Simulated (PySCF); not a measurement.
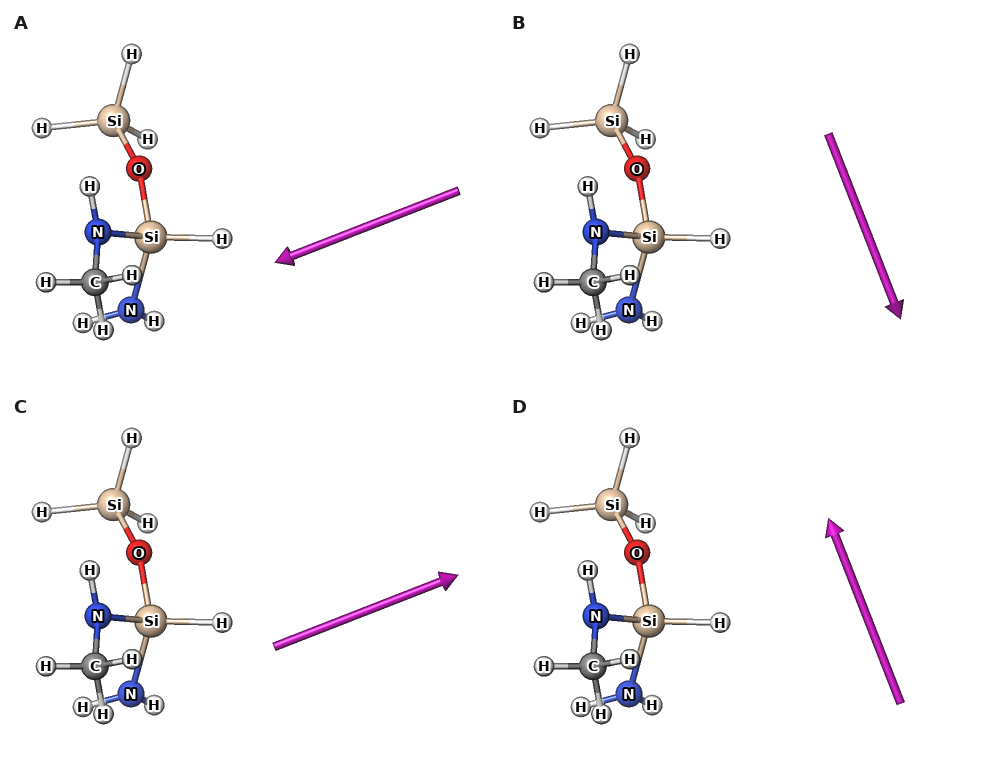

The same molecule four times, each with an arrow. The geometry was computed by an optimisation with GFN2-xTB. No frequency run is at hand to confirm it as a minimum. Level of theory: PBE0/pcSseg-1, gas phase (PySCF 2.14.0).

> Which arrow points along the dipole moment, from the negative to the positive end?

A. The dipole moment is 0.90 D.

The geometry is semi-empirical. Around Si such bond lengths and angles can be off by a tenth of an ångström or more and by several degrees, and values that hang on the shape move with them.
